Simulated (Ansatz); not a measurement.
## Fields on a plane of Ge (diamond)

```
Ge
1.0
    0.00000     2.88084     2.88084
    2.88084     0.00000     2.88084
    2.88084     2.88084     0.00000
Ge
2
Cartesian
  2.88084   2.88084   2.88084
  4.32126   4.32126   4.32126
```

The slice is a {100} plane (indices of the conventional cell) through the point (0.500, 0.500, 0.500) (fractional), spanned by u = [100] and v = [0 1 -1] in vectors of this cell: u (4.07 Å) and v (4.07 Å, at 90° to u). It covers one period; positions are fractions (u, v).

Atoms on it: Ge at (0.00, 0.00).

Calculation: PBE (plane waves to 420 eV, PAW, scalar-relativistic; Ansatz, a quantum-chemistry and plane-wave program). k mesh 14×14×14. Inside the PAW spheres the values are not all-electron values, and peaks at nuclei hang on which shells count as valence. Ge was relaxed with its symmetry unable to fall.

```
|xxxxxx446688999977666666779999886644xxxx|
|xxxx3355668899887755555577889988665533xx|
|3344556677888877554444445577888877665544|
|6666667777776655333322333355667777776666|
|8888888877664433221111112233446677888888|
|9999998866443311110000001111334466889999|
|9999887755331111000000000011113355778899|
|8877775533221100000000000000112233557777|
|7766554433110000000000000000001133445566|
|6666554422110000000000000000001122445566|
|7766554433110000000000000000001133445566|
|8877775533221100000000000000112233557777|
|9999887755331111000000000011113355778899|
|9999998866443311110000001111334466889999|
|8888888877664433221111112233446677888888|
|6666667777776655333322333355667777776666|
|3344556677888877554444445577888877665544|
|xxxx3355668899887755555577889988665533xx|
|xxxxxx446688999977666666779999886644xxxx|
|xxxxxx336688999988776677889999886633xxxx|
```
Scale: ten equal steps from 0.01 (start of '0') to 0.58 (end of '9'), in the order '0123456789'. Values: electron localisation function (ELF). The map has 20 points along u (two characters each, u = 0 at the left) and 20 along v (v = 0 in the bottom row). Points within 0.5 Å of a nucleus are blanked (x), as the pseudised field means little there.

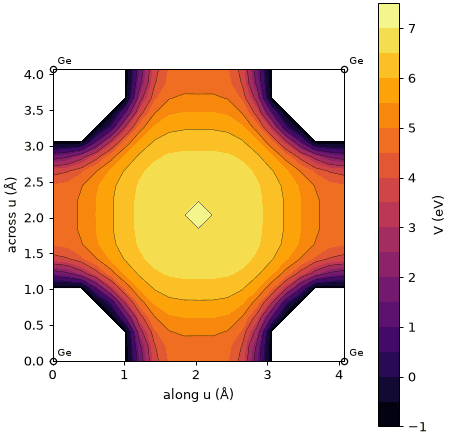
Figure: Electrostatic potential energy of an electron, from the cell's mean, in eV, one period of the plane, atoms marked. Points within 1 Å of a nucleus are left white, as the pseudised field means little there. Values under -1 eV are set to -1. The zero, the cell's mean, hangs on the PAW cores.
